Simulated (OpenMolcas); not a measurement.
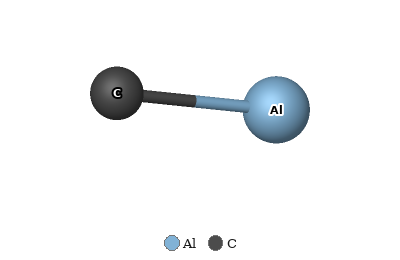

Fig. 1: The molecule at the reference distance of 1.902 Å.

**AlC⁻: relativistic diatomic calculation (part 1 of 2)**

- system: AlC⁻.
- method: SA-CASSCF(8,8)/XMS-CASPT2 + RASSI spin-orbit (X2C scalar, AMFI), ANO-RCC-VTZP (OpenMolcas)

## The input
```
&GATEWAY
Coord
2
angstrom
Al 0.0 0.0 0.0
C 0.0 0.0 1.9020
Basis=ANO-RCC-VTZP
Group=XY
RX2C
AMFI
ANGMom
0.0 0.0 0.0
RICD
&SEWARD
&GUESSORB
&RASSCF
FileOrb=$CurrDir/o32.orb
Symmetry=2
Spin=3
nActEl=8 0 0
Inactive=4 2
RAS2=4 4
CIRoot=6 6 1
Linear
Iterations=120 100
OrbListing=Nothing
PRWF=0.15
>>COPY $Project.RasOrb $CurrDir/o32.orb
>>COPY $Project.rasscf.h5 $CurrDir/r32.h5
&CASPT2
XMultistate=all
Imaginary=0.2
IPEA=0.25
MaxIter=40
>>COPY $Project.JobMix JOB001
&RASSCF
FileOrb=$CurrDir/o11.orb
Symmetry=1
Spin=1
nActEl=8 0 0
Inactive=4 2
RAS2=4 4
CIRoot=5 5 1
Linear
Iterations=120 100
OrbListing=Nothing
PRWF=0.15
>>COPY $Project.RasOrb $CurrDir/o11.orb
>>COPY $Project.rasscf.h5 $CurrDir/r11.h5
&CASPT2
XMultistate=all
Imaginary=0.2
IPEA=0.25
MaxIter=40
>>COPY $Project.JobMix JOB002
&RASSCF
FileOrb=$CurrDir/o31.orb
Symmetry=1
Spin=3
nActEl=8 0 0
Inactive=4 2
RAS2=4 4
CIRoot=4 4 1
Linear
Iterations=120 100
OrbListing=Nothing
PRWF=0.15
>>COPY $Project.RasOrb $CurrDir/o31.orb
>>COPY $Project.rasscf.h5 $CurrDir/r31.h5
&CASPT2
XMultistate=all
Imaginary=0.2
IPEA=0.25
MaxIter=40
>>COPY $Project.JobMix JOB003
&RASSCF
FileOrb=$CurrDir/o12.orb
Symmetry=2
Spin=1
nActEl=8 0 0
Inactive=4 2
RAS2=4 4
CIRoot=4 4 1
Linear
Iterations=120 100
OrbListing=Nothing
PRWF=0.15
>>COPY $Project.RasOrb $CurrDir/o12.orb
>>COPY $Project.rasscf.h5 $CurrDir/r12.h5
&CASPT2
XMultistate=all
Imaginary=0.2
IPEA=0.25
MaxIter=40
>>COPY $Project.JobMix JOB004
&RASSCF
FileOrb=$CurrDir/o52.orb
Symmetry=2
Spin=5
nActEl=8 0 0
Inactive=4 2
RAS2=4 4
CIRoot=2 2 1
Linear
Iterations=120 100
OrbListing=Nothing
PRWF=0.15
>>COPY $Project.RasOrb $CurrDir/o52.orb
>>COPY $Project.rasscf.h5 $CurrDir/r52.h5
&CASPT2
XMultistate=all
Imaginary=0.2
IPEA=0.25
MaxIter=40
>>COPY $Project.JobMix JOB005
&RASSCF
FileOrb=$CurrDir/o51.orb
Symmetry=1
Spin=5
nActEl=8 0 0
Inactive=4 2
RAS2=4 4
CIRoot=1 1 1
Linear
Iterations=120 100
OrbListing=Nothing
PRWF=0.15
>>COPY $Project.RasOrb $CurrDir/o51.orb
>>COPY $Project.rasscf.h5 $CurrDir/r51.h5
&CASPT2
XMultistate=all
Imaginary=0.2
IPEA=0.25
MaxIter=40
>>COPY $Project.JobMix JOB006
&RASSI
Nr of JobIphs=6 6 5 4 4 2 1
1 2 3 4 5 6
1 2 3 4 5
1 2 3 4
1 2 3 4
1 2
1
SpinOrbit
EJob
Omega
MEES
MESO
Properties=4
'AngMom' 3 'Mltpl  1' 1 'Mltpl  1' 2 'Mltpl  1' 3
Thrs=1.0d-4
>>COPY $Project.rassi.h5 $CurrDir/so.h5
```

The first orbital files come from an earlier step.

Launched with:
```bash
pymolcas m.inp (one call a module block, same work directory)
```

## Output (extracts)
```
++    Wave function specifications:
      Number of closed shell electrons          12
      Number of electrons in active shells       8
      Number of inactive orbitals                6
      Number of active orbitals                  8
      Number of secondary orbitals              50
      Spin quantum number                      1.0
      State symmetry                             2
++    Orbital specifications:
      Symmetry species                           1   2
                                                 a   b
      Frozen orbitals                            0   0
      Inactive orbitals                          4   2
      Active orbitals                            4   4
      RAS2 orbitals                              4   4
      Secondary orbitals                        26  24
      Number of basis functions                 34  30
      printout of CI-coefficients larger than  0.15 for root  1
      energy=    -280.158764
      conf/sym  1111 2222     Coeff  Weight
           418  02u2 002u   0.18651 0.03479
           485  0u22 020u  -0.18347 0.03366
           490  0u22 002u   0.88421 0.78182
      printout of CI-coefficients larger than  0.15 for root  2
      energy=    -280.158764
      conf/sym  1111 2222     Coeff  Weight
           424  02u2 00u2   0.18651 0.03479
           475  0u22 20u0   0.18347 0.03366
           496  0u22 00u2   0.88421 0.78182
      printout of CI-coefficients larger than  0.15 for root  3
      energy=    -280.080275
      conf/sym  1111 2222     Coeff  Weight
           413  02u2 020u   0.15657 0.02452
           418  02u2 002u  -0.60658 0.36794
           480  0u22 u020   0.43022 0.18509
           487  0u22 0duu   0.35635 0.12699
           489  0u22 0udu  -0.26554 0.07051
           490  0u22 002u   0.22652 0.05131
           493  0u22 0uud  -0.20193 0.04078
      printout of CI-coefficients larger than  0.15 for root  4
      energy=    -280.080275
      conf/sym  1111 2222     Coeff  Weight
           403  02u2 20u0   0.15657 0.02452
           424  02u2 00u2   0.60658 0.36794
           486  0u22 d0uu  -0.35635 0.12699
           492  0u22 u0ud  -0.31766 0.10091
           495  0u22 0u02   0.43022 0.18509
           496  0u22 00u2  -0.22652 0.05131
      printout of CI-coefficients larger than  0.15 for root  5
      energy=    -280.047218
      conf/sym  1111 2222     Coeff  Weight
           424  02u2 00u2  -0.33661 0.11330
           488  0u22 u0du  -0.79446 0.63117
           492  0u22 u0ud   0.15731 0.02475
           495  0u22 0u02   0.34125 0.11645
      printout of CI-coefficients larger than  0.15 for root  6
      energy=    -280.047217
      conf/sym  1111 2222     Coeff  Weight
           418  02u2 002u   0.33661 0.11330
           480  0u22 u020   0.34125 0.11645
           489  0u22 0udu   0.41314 0.17068
           493  0u22 0uud  -0.69659 0.48523
      Natural orbitals and occupation numbers for root  1
      sym 1:   0.029029   1.021799   1.915142   1.982906
      sym 2:   0.071844   0.169409   1.839875   0.969996
      Natural orbitals and occupation numbers for root  2
      sym 1:   0.029029   1.021799   1.915142   1.982906
      sym 2:   0.169409   0.071844   0.969996   1.839875
      Natural orbitals and occupation numbers for root  3
      sym 1:   0.041179   1.275235   1.667976   1.972918
      sym 2:   0.242648   0.394064   1.606911   0.799071
      Natural orbitals and occupation numbers for root  4
      sym 1:   0.041179   1.275235   1.667976   1.972917
      sym 2:   0.394064   0.242647   0.799071   1.606910
      Natural orbitals and occupation numbers for root  5
      sym 1:   0.043740   1.119404   1.819876   1.979443
      sym 2:   0.734677   0.186319   0.873720   1.242821
      Natural orbitals and occupation numbers for root  6
      sym 1:   0.043740   1.119404   1.819876   1.979443
      sym 2:   0.186319   0.734677   1.242821   0.873720
      RASSCF energy for state  6                   -280.04721750
::    RASSCF root number  1 Total energy:   -280.15876412
::    RASSCF root number  2 Total energy:   -280.15876412
::    RASSCF root number  3 Total energy:   -280.08027504
::    RASSCF root number  4 Total energy:   -280.08027504
::    RASSCF root number  5 Total energy:   -280.04721751
::    RASSCF root number  6 Total energy:   -280.04721750
      Von Neumann Entropy (Root   1) =  1.74693
++    Wave function specifications:
      Number of closed shell electrons           6
      Number of electrons in active shells       8
      Number of inactive orbitals                3
      Number of active orbitals                  8
      Number of secondary orbitals              50
      Spin quantum number                      1.0
      State symmetry                             2
      Number of CSFs                          1184
      Number of CASSCF root(s) available         6
      CASPT2 state passed to geometry opt.       6
      A file JOBMIX will be created
      This is a MULTI-STATE CASSCF reference
      Number of CI roots used                    6
      These are:                                 1   2   3   4   5   6
      Off-diagonal elements of Heff are computed
  FINAL CASPT2 RESULT:
      Reference energy:        -280.1587641207
      E2 (Non-variational):      -0.3102084905
      Shift correction:          -0.0020749581
      E2 (Variational):          -0.3122834486
      Total energy:            -280.4710475694
      Reference weight:           0.92292
  FINAL CASPT2 RESULT:
      Reference energy:        -280.1587641157
      E2 (Non-variational):      -0.3102084965
      Shift correction:          -0.0020749583
      E2 (Variational):          -0.3122834549
      Total energy:            -280.4710475706
      Reference weight:           0.92292
  FINAL CASPT2 RESULT:
      Reference energy:        -280.0802750440
      E2 (Non-variational):      -0.3096584923
      Shift correction:          -0.0024095219
      E2 (Variational):          -0.3120680142
      Total energy:            -280.3923430582
      Reference weight:           0.92115
  FINAL CASPT2 RESULT:
      Reference energy:        -280.0802750416
      E2 (Non-variational):      -0.3096584650
      Shift correction:          -0.0024095207
      E2 (Variational):          -0.3120679857
      Total energy:            -280.3923430273
      Reference weight:           0.92115
  FINAL CASPT2 RESULT:
      Reference energy:        -280.0472175087
      E2 (Non-variational):      -0.3115055356
      Shift correction:          -0.0025238521
      E2 (Variational):          -0.3140293878
      Total energy:            -280.3612468964
      Reference weight:           0.91992
  FINAL CASPT2 RESULT:
      Reference energy:        -280.0472174972
      E2 (Non-variational):      -0.3115055098
      Shift correction:          -0.0025238503
      E2 (Variational):          -0.3140293601
      Total energy:            -280.3612468573
      Reference weight:           0.91992
       Total XMS-CASPT2 energies:
::    XMS-CASPT2 Root  1     Total energy:   -280.47144860
::    XMS-CASPT2 Root  2     Total energy:   -280.47144860
::    XMS-CASPT2 Root  3     Total energy:   -280.38553578
::    XMS-CASPT2 Root  4     Total energy:   -280.38553577
::    XMS-CASPT2 Root  5     Total energy:   -280.36765312
::    XMS-CASPT2 Root  6     Total energy:   -280.36765311
++    Wave function specifications:
      Number of closed shell electrons          12
      Number of electrons in active shells       8
      Number of inactive orbitals                6
      Number of active orbitals                  8
      Number of secondary orbitals              50
      Spin quantum number                      0.0
      State symmetry                             1
      printout of CI-coefficients larger than  0.15 for root  1
      energy=    -280.143462
      conf/sym  1111 2222     Coeff  Weight
           477  0202 0022   0.20584 0.04237
           521  0022 2020   0.16996 0.02889
           527  0022 udud  -0.16162 0.02612
           534  0022 0202   0.16996 0.02889
           537  0022 0022  -0.83542 0.69793
           758  0uu2 d02d  -0.16460 0.02709
           762  0uu2 0dd2   0.16460 0.02709
      printout of CI-coefficients larger than  0.15 for root  2
      energy=    -280.115187
      conf/sym  1111 2222     Coeff  Weight
            93  0222 ud00  -0.20180 0.04072
           100  0222 00ud   0.94599 0.89490
      printout of CI-coefficients larger than  0.15 for root  3
      energy=    -280.115187
      conf/sym  1111 2222     Coeff  Weight
            97  0222 0020   0.66890 0.44743
           101  0222 0002  -0.66894 0.44747
      printout of CI-coefficients larger than  0.15 for root  4
      energy=    -280.105659
      conf/sym  1111 2222     Coeff  Weight
            92  0222 2000   0.15421 0.02378
            94  0222 0200   0.15421 0.02378
            97  0222 0020  -0.64332 0.41386
           101  0222 0002  -0.64328 0.41381
           477  0202 0022   0.19385 0.03758
      printout of CI-coefficients larger than  0.15 for root  5
      energy=    -280.028216
      conf/sym  1111 2222     Coeff  Weight
            95  0222 u0d0   0.66874 0.44722
            99  0222 0u0d  -0.66873 0.44720
      Natural orbitals and occupation numbers for root  1
      sym 1:   0.015637   0.291384   1.750818   1.979649
      sym 2:   0.192098   0.192094   1.789161   1.789160
      Natural orbitals and occupation numbers for root  2
      sym 1:   0.030262   1.941669   1.968955   1.974244
      sym 2:   0.082222   0.082222   0.960213   0.960213
      Natural orbitals and occupation numbers for root  3
      sym 1:   0.030262   1.941671   1.968954   1.974245
      sym 2:   0.082224   0.082218   0.960167   0.960258
      Natural orbitals and occupation numbers for root  4
      sym 1:   0.030547   1.921132   1.882623   1.955894
      sym 2:   0.095356   0.095358   1.009593   1.009497
      Natural orbitals and occupation numbers for root  5
      sym 1:   0.021906   1.871331   1.948732   1.971039
      sym 2:   0.525851   0.525818   0.567667   0.567658
      RASSCF energy for state  5                   -280.02821579
::    RASSCF root number  1 Total energy:   -280.14346172
::    RASSCF root number  2 Total energy:   -280.11518713
::    RASSCF root number  3 Total energy:   -280.11518712
::    RASSCF root number  4 Total energy:   -280.10565937
::    RASSCF root number  5 Total energy:   -280.02821579
      Von Neumann Entropy (Root   1) =  1.57911
++    Wave function specifications:
      Number of closed shell electrons           6
      Number of electrons in active shells       8
      Number of inactive orbitals                3
      Number of active orbitals                  8
      Number of secondary orbitals              50
      Spin quantum number                      0.0
      State symmetry                             1
      Number of CSFs                           900
      Number of CASSCF root(s) available         5
      CASPT2 state passed to geometry opt.       5
      A file JOBMIX will be created
      This is a MULTI-STATE CASSCF reference
      Number of CI roots used                    5
      These are:                                 1   2   3   4   5
      Off-diagonal elements of Heff are computed
  FINAL CASPT2 RESULT:
      Reference energy:        -280.1434617204
      E2 (Non-variational):      -0.3097944215
      Shift correction:          -0.0028007940
      E2 (Variational):          -0.3125952155
      Total energy:            -280.4560569359
      Reference weight:           0.91482
  FINAL CASPT2 RESULT:
      Reference energy:        -280.1151871250
      E2 (Non-variational):      -0.3112908269
      Shift correction:          -0.0021076223
      E2 (Variational):          -0.3133984492
      Total energy:            -280.4285855742
      Reference weight:           0.92238
  FINAL CASPT2 RESULT:
      Reference energy:        -280.1151871247
      E2 (Non-variational):      -0.3115925099
      Shift correction:          -0.0021145454
      E2 (Variational):          -0.3137070553
      Total energy:            -280.4288941800
      Reference weight:           0.92216
  FINAL CASPT2 RESULT:
      Reference energy:        -280.1056593747
      E2 (Non-variational):      -0.3079872538
      Shift correction:          -0.0019793841
      E2 (Variational):          -0.3099666379
      Total energy:            -280.4156260127
      Reference weight:           0.92471
  FINAL CASPT2 RESULT:
      Reference energy:        -280.0282157935
      E2 (Non-variational):      -0.3136102784
      Shift correction:          -0.0032229322
      E2 (Variational):          -0.3168332106
      Total energy:            -280.3450490041
      Reference weight:           0.91536
       Total XMS-CASPT2 energies:
::    XMS-CASPT2 Root  1     Total energy:   -280.45853987
::    XMS-CASPT2 Root  2     Total energy:   -280.42889418
::    XMS-CASPT2 Root  3     Total energy:   -280.42858557
::    XMS-CASPT2 Root  4     Total energy:   -280.41314308
::    XMS-CASPT2 Root  5     Total energy:   -280.34504900
++    Wave function specifications:
      Number of closed shell electrons          12
      Number of electrons in active shells       8
      Number of inactive orbitals                6
      Number of active orbitals                  8
      Number of secondary orbitals              50
      Spin quantum number                      1.0
      State symmetry                             1
      printout of CI-coefficients larger than  0.15 for root  1
      energy=    -280.133084
      conf/sym  1111 2222     Coeff  Weight
            60  0222 00uu  -0.95162 0.90557
      printout of CI-coefficients larger than  0.15 for root  2
      energy=    -280.108619
      conf/sym  1111 2222     Coeff  Weight
           406  0202 u02u   0.17519 0.03069
           411  0202 0uu2  -0.17519 0.03069
           451  0022 u02u  -0.42697 0.18231
           456  0022 0uu2   0.42697 0.18231
           966  0uu2 2020   0.16854 0.02841
           991  0uu2 0202   0.16854 0.02841
           996  0uu2 0022  -0.59445 0.35337
      printout of CI-coefficients larger than  0.15 for root  3
      energy=    -280.038591
      conf/sym  1111 2222     Coeff  Weight
            57  0222 0uu0  -0.16962 0.02877
            58  0222 u00u   0.16961 0.02877
           451  0022 u02u   0.46887 0.21984
           452  0022 0u2u  -0.38634 0.14926
           455  0022 u0u2   0.38633 0.14925
           456  0022 0uu2   0.46888 0.21985
      printout of CI-coefficients larger than  0.15 for root  4
      energy=    -280.038591
      conf/sym  1111 2222     Coeff  Weight
            56  0222 u0u0  -0.16961 0.02877
            59  0222 0u0u  -0.16961 0.02877
           451  0022 u02u  -0.38633 0.14925
           452  0022 0u2u  -0.46888 0.21985
           455  0022 u0u2   0.46887 0.21984
           456  0022 0uu2  -0.38634 0.14926
      Natural orbitals and occupation numbers for root  1
      sym 1:   0.034404   1.922887   1.971634   1.976885
      sym 2:   0.064090   0.064090   0.983005   0.983005
      Natural orbitals and occupation numbers for root  2
      sym 1:   0.019677   0.668451   1.332600   1.977453
      sym 2:   0.425445   0.425446   1.575464   1.575465
      Natural orbitals and occupation numbers for root  3
      sym 1:   0.014764   0.388765   1.797037   1.984777
      sym 2:   0.565623   0.565640   1.341690   1.341703
      Natural orbitals and occupation numbers for root  4
      sym 1:   0.014764   0.388765   1.797037   1.984777
      sym 2:   0.565624   0.565639   1.341691   1.341702
      RASSCF energy for state  4                   -280.03859068
::    RASSCF root number  1 Total energy:   -280.13308432
::    RASSCF root number  2 Total energy:   -280.10861874
::    RASSCF root number  3 Total energy:   -280.03859068
::    RASSCF root number  4 Total energy:   -280.03859068
      Von Neumann Entropy (Root   1) =  1.51770
++    Wave function specifications:
  SPIN-FREE ENERGIES:
  (Shifted by EMIN (a.u.) =       -280.4714485988)
 SF State       Relative EMIN(au)   Rel lowest level(eV)    D:o, cm**(-1)      Abs_M
     1             0.0000000000        0.0000000000              0.0000         1.0
     2             0.0000000013        0.0000000359              0.0003         1.0
     7             0.0129087309        0.3512644618           2833.1389         0.0
    12             0.0135705148        0.3692725205           2978.3837         0.0
    16             0.0269485913        0.7333085256           5914.5321         1.0
    17             0.0269485913        0.7333085256           5914.5321         1.0
     8             0.0425544184        1.1579647165           9339.6153         2.0
     9             0.0428630250        1.1663623276           9407.3466         2.0
    10             0.0583055182        1.5865739771          12796.5821         0.0
    20             0.0622447584        1.6937661637          13661.1454         1.0
    21             0.0622447599        1.6937662024          13661.1457         1.0
    13             0.0648470419        1.7645779050          14232.2806         0.0
     3             0.0859128190        2.3378069017          18855.6843         1.0
     4             0.0859128253        2.3378070735          18855.6857         1.0
     5             0.1037954755        2.8244187753          22780.4737         1.0
     6             0.1037954926        2.8244192397          22780.4775         1.0
    18             0.1102179729        2.9991838305          24190.0490         1.0
    19             0.1102179736        2.9991838496          24190.0491         1.0
    22             0.1116480336        3.0380977656          24503.9110         0.0
    14             0.1125338877        3.0622030844          24698.3335         2.0
    15             0.1127465379        3.0679895902          24745.0048         2.0
    11             0.1263995947        3.4395081924          27741.5044         0.0
```

(Continued in part 2.) Outcome of the run: converged; components of a degenerate state are split by 68 cm⁻¹; whether the anion is bound against detachment isn't tested.
